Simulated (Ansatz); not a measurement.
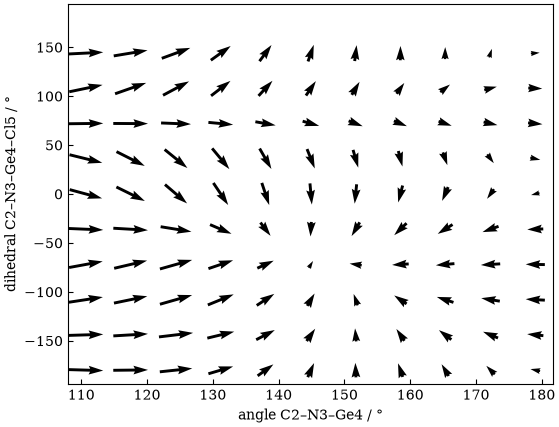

CHClGeNO, SMILES O=C=[N][GeH][Cl], spin multiplicity 2. First axis: angle C2–N3–Ge4. Second axis: dihedral C2–N3–Ge4–Cl5. Nothing is relaxed (all other coordinates rigid). The scan uses an 11 × 10 grid. Points are written as (first, second). All numbers below come from Ansatz, UKS r2SCAN-D4/def2-SVP.

In the figure: arrows along the force (downhill), their lengths compressed.

The arrows alone are given. Where is the energy lowest?

Answer. The arrows converge at about (146°, −65°) (read from the interpolated surface).

The energy map of the same scan:

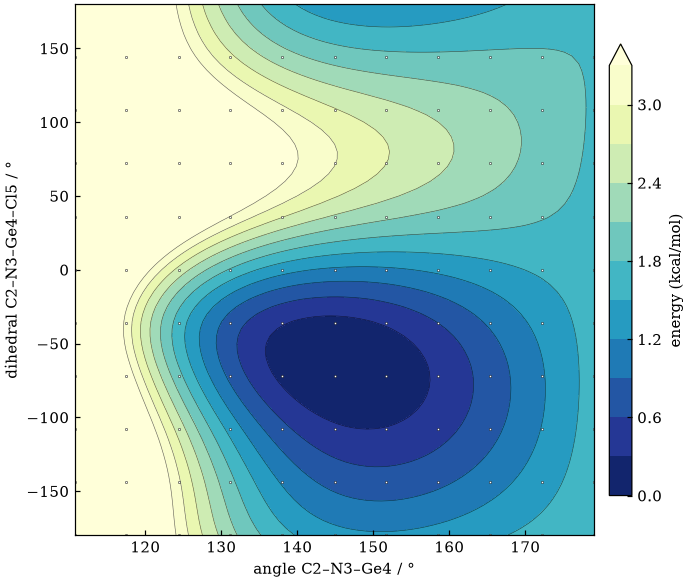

Energies are in kcal/mol, from the relaxed molecule at the same level; between grid points the surface is interpolated.
